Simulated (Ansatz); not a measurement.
**One shape, several levels: GaH2Cl (SMILES [H][Ga]([H])[Cl])**

Wanted: a comparison of 6 runs (HF/3-21G, HF/6-31G**, HF/def2-SVP, B3LYP/6-31G*, PBE0/6-31G**, PBE0/def2-SVP) of GaH2Cl. 

Program for the calculation: Ansatz 0.2.0.

5 further runs of the same task are left out: 1 for a known fault of the program, 1 that didn't finish, 3 set aside as unsound or not needed.

**1. The system as given**

GaH2Cl: 4 atoms, total charge 0, spin state singlet. SMILES: `[H][Ga]([H])[Cl]`. Geometry: a GFN2-xTB relaxation, a rough one for these elements and not checked as a minimum.

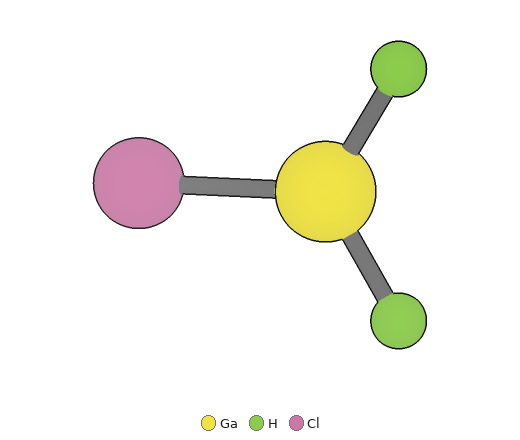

The structure, seen from a chosen angle (gallium yellow, hydrogen green, chlorine pink).

**2. Energy and forces at HF/3-21G (run 1)**

job.yaml reads:

```yaml
crystal:
  periodic: [false, false, false]
  atoms:
    - symbol: Ga
      position_ang: [0.057870, 0.096670, -0.000620]
    - symbol: H
      position_ang: [1.622030, 0.103190, 0.012100]
    - symbol: H
      position_ang: [-0.675260, 1.478330, -0.019590]
    - symbol: Cl
      position_ang: [-1.004640, -1.678190, 0.008110]
basis:
  gaussian:
    orbitals: 3-21G-spherical.json
hamiltonian:
  xc: hf
accuracy: high
output: {forces: true, orbitals: {seedname: orbitals}}
```

The basis set 3-21G is read from a file made from the Basis Set Exchange's data (not shown).

The run is started by

```
ansatz run job.yaml --threads 1 --pin off --max-ram 3480MiB --events-out events.jsonl --progress --plain --runs-dir runs
```

Output:

```text
Warning: RAYON_NUM_THREADS=1 ignored (pool sized by the plan → 1); use --threads N
Functional definition: HF
  name "HF"
  exchange = exact_x
  correlation = 0
669 factors; integrals over basis functions are off by at most 3.8e-9 eV
mean field evaluation 1: about -64553.5772 eV, gradient 1.2e1 eV
mean field evaluation 2: about -64553.5926 eV, gradient 1.2e1 eV
mean field evaluation 4: about -64554.1916 eV, gradient 9.1e-1 eV
mean field evaluation 8: about -64554.1967 eV, gradient 2.6e-4 eV
mean field -64554.19670553 eV, -2372.3229725222 hartree, gradient 2.1e-8 eV, S^2 0.000000; 0 other end points of the search recorded, 0 dependent functions left out
the calculation of the forces begins
reference -64554.19670553 eV, -2372.3229725222 hartree; 25, 25 occupied and 14, 14 virtual orbitals, 669 factors
Total energy: -64554.19670553 eV, -2372.3229725222 hartree
Atom 0 at     0.057870     0.096670    -0.000620 Å, force     1.873766     3.130134    -0.014289 eV/Å
Atom 1 at     1.622030     0.103190     0.012100 Å, force     0.064547    -0.317568     0.003174 eV/Å
Atom 2 at    -0.675260     1.478330    -0.019590 Å, force    -0.310378    -0.093241    -0.001997 eV/Å
Atom 3 at    -1.004640    -1.678190     0.008110 Å, force    -1.627935    -2.719325     0.013112 eV/Å
Dipole moment:     0.242593     0.405242    -0.002188 e Å
```

Wall time 1.4 s (1 thread of Intel Xeon at 2.70GHz, shared host).

**3. Energy and gradient at HF/6-31G(d,p) (spherical functions) (run 2)**

job.yaml reads:

```yaml
crystal:
  periodic: [false, false, false]
  atoms:
    - {symbol: Ga, position_ang: [0.057870, 0.096670, -0.000620]}
    - {symbol: H, position_ang: [1.622030, 0.103190, 0.012100]}
    - {symbol: H, position_ang: [-0.675260, 1.478330, -0.019590]}
    - {symbol: Cl, position_ang: [-1.004640, -1.678190, 0.008110]}
basis:
  gaussian:
    orbitals: 6-31G_st__st_-spherical.json
hamiltonian:
  xc: hf
accuracy: high
output: {forces: true, orbitals: {seedname: orbitals}}
```

The basis set 6-31G** is read from a file made from the Basis Set Exchange's data (not shown).

The run is started by

```
ansatz run job.yaml --threads 1 --pin off --max-ram 3480MiB --events-out events.jsonl --progress --plain --runs-dir runs
```

Output, shortened:

```text
Warning: RAYON_NUM_THREADS=1 ignored (pool sized by the plan → 1); use --threads N
[... 2 set-up lines as earlier in the session ...]
[...]
1179 factors; integrals over basis functions are off by at most 4.4e-9 eV
[...]
mean field -64862.36827474 eV, -2383.6480688044 hartree, gradient 4.9e-8 eV, S^2 0.000000; 0 other end points of the search recorded, 0 dependent functions left out
[...]
reference -64862.36827474 eV, -2383.6480688044 hartree; 25, 25 occupied and 35, 35 virtual orbitals, 1179 factors
Total energy: -64862.36827474 eV, -2383.6480688044 hartree
Atom 0 at     0.057870     0.096670    -0.000620 Å, force     1.126592     1.882050    -0.008136 eV/Å
Atom 1 at     1.622030     0.103190     0.012100 Å, force     0.084112    -0.298549     0.003143 eV/Å
Atom 2 at    -0.675260     1.478330    -0.019590 Å, force    -0.302848    -0.067023    -0.002194 eV/Å
Atom 3 at    -1.004640    -1.678190     0.008110 Å, force    -0.907856    -1.516479     0.007186 eV/Å
Dipole moment:     0.162211     0.270966    -0.001493 e Å
```

It took 4.2 s on 1 thread of Intel Xeon at 2.70GHz, shared host.

Run 3 isn't shown in full; the table further down has it.

**4. Energy and forces at B3LYP/6-31G(d) (Cartesian functions) (run 4)**

in.yaml reads:

```yaml
basis:
  gaussian:
    orbitals: "6-31G*"
crystal:
  periodic: [false, false, false]
  atoms:
    - symbol: Ga
      position_ang: [0.057870, 0.096670, -0.000620]
    - symbol: H
      position_ang: [1.622030, 0.103190, 0.012100]
    - symbol: H
      position_ang: [-0.675260, 1.478330, -0.019590]
    - symbol: Cl
      position_ang: [-1.004640, -1.678190, 0.008110]
hamiltonian:
  xc: {name: B3LYP}
accuracy: high
output: {forces: true, orbitals: {seedname: orbitals}}
```

The run is started by

```
ansatz run in.yaml --threads 1 --pin off --max-ram 3480MiB --events-out events.jsonl --progress --plain --runs-dir runs
```

Output, shortened:

```text
Warning: RAYON_NUM_THREADS=1 ignored (pool sized by the plan → 1); use --threads N
Functional definition: B3LYP
  name "B3LYP"
[...]
1067 factors; integrals over basis functions are off by at most 3.9e-9 eV
[...]
mean field -64927.98737542 eV, -2386.0595262763 hartree, gradient 3.6e-8 eV, S^2 0.000000; 0 other end points of the search recorded, 0 dependent functions left out
[...]
reference -64927.98741193 eV, -2386.0595276178 hartree; 25, 25 occupied and 33, 33 virtual orbitals, 1067 factors
Total energy: -64927.98741193 eV, -2386.0595276178 hartree
Atom 0 at     0.057870     0.096670    -0.000620 Å, force     1.100607     1.838631    -0.008071 eV/Å
Atom 1 at     1.622030     0.103190     0.012100 Å, force     0.082495    -0.300689     0.003204 eV/Å
Atom 2 at    -0.675260     1.478330    -0.019590 Å, force    -0.303974    -0.069446    -0.002126 eV/Å
Atom 3 at    -1.004640    -1.678190     0.008110 Å, force    -0.879128    -1.468495     0.006993 eV/Å
Dipole moment:     0.133739     0.223405    -0.001213 e Å
```

It took 6.3 s on 1 thread of Intel Xeon at 2.70GHz, shared host.

Run 5 isn't shown in full; the table further down has it.

**5. Energy and gradient at PBE0/def2-SVP (run 6)**

run.yaml reads:

```yaml
crystal:
  periodic: [false, false, false]
  atoms:
    - symbol: Ga
      position_ang: [0.057870, 0.096670, -0.000620]
    - symbol: H
      position_ang: [1.622030, 0.103190, 0.012100]
    - symbol: H
      position_ang: [-0.675260, 1.478330, -0.019590]
    - symbol: Cl
      position_ang: [-1.004640, -1.678190, 0.008110]
basis:
  gaussian: {orbitals: def2-SVP}
magnetization: {spin_polarized: false}
hamiltonian: {xc: pbe0}
accuracy: high
output: {forces: true, orbitals: {seedname: orbitals}}
```

The run is started by

```
ansatz run run.yaml --threads 1 --pin off --max-ram 3480MiB --events-out events.jsonl --progress --plain --runs-dir runs
```

Output, shortened:

```text
Warning: RAYON_NUM_THREADS=1 ignored (pool sized by the plan → 1); use --threads N
Functional definition: PBE0
  name "PBE0"
[...]
1126 factors; integrals over basis functions are off by at most 4.7e-9 eV
[...]
mean field -64912.46788584 eV, -2385.4891955534 hartree, gradient 5.9e-8 eV, S^2 0.000000; 0 other end points of the search recorded, 0 dependent functions left out
[...]
reference -64912.46788816 eV, -2385.4891956387 hartree; 25, 25 occupied and 35, 35 virtual orbitals, 1126 factors
Total energy: -64912.46788816 eV, -2385.4891956387 hartree
Atom 0 at     0.057870     0.096670    -0.000620 Å, force     0.989330     1.652754    -0.007102 eV/Å
Atom 1 at     1.622030     0.103190     0.012100 Å, force     0.026025    -0.288985     0.002618 eV/Å
Atom 2 at    -0.675260     1.478330    -0.019590 Å, force    -0.266982    -0.113691    -0.001423 eV/Å
Atom 3 at    -1.004640    -1.678190     0.008110 Å, force    -0.748374    -1.250078     0.005907 eV/Å
Dipole moment:     0.109379     0.182713    -0.001034 e Å
```

It took 5.1 s on 1 thread of Intel Xeon at 2.70GHz, shared host.

**6. Overview of the runs**

| run | level | Cartesian functions | energy (Eh) | dipole moment (D) | HOMO energy (eV) | LUMO energy (eV) | wall time |
| --- | --- | --- | --- | --- | --- | --- | --- |
| 1 | HF/3-21G | no | -2372.322973 | 2.27 | -11.48 | 0.84 | 1.4 s |
| 2 | HF/6-31G** (spherical functions) | no | -2383.648069 | 1.52 | -11.45 | 0.97 | 4.2 s |
| 3 | HF/def2-SVP | no | -2383.560088 | 1.17 | -11.39 | 1.21 | 2.1 s |
| 4 | B3LYP/6-31G* (Cartesian functions) | yes | -2386.059528 | 1.25 | -8.13 | -1.97 | 6.3 s |
| 5 | PBE0/6-31G** (spherical functions) | no | -2385.581198 | 1.32 | -8.36 | -1.73 | 8.1 s |
| 6 | PBE0/def2-SVP | no | -2385.489196 | 1.02 | -8.27 | -1.61 | 5.1 s |

**7. What came out**

| quantity | value |
| --- | --- |
| run 6: total energy | -2385.48920 Eh |
| run 6: dipole moment | 1.02 D |
| run 6: HOMO energy | -8.27 eV |
| run 6: LUMO energy | -1.61 eV |
| run 6: HOMO–LUMO gap | 6.66 eV |
| run 6: largest force on an atom | 1.926 eV/Å |

**Reading.** The dipole moment (its size) runs from 1.02 D (PBE0/def2-SVP) to 2.27 D (HF/3-21G). The two ends differ in method and basis. The HOMO–LUMO gap runs from 6.16 eV (B3LYP/6-31G*) to 12.60 eV (HF/def2-SVP). Totals of different functionals can't be ranked against each other. All runs together took 27 s, the longest 8.1 s.
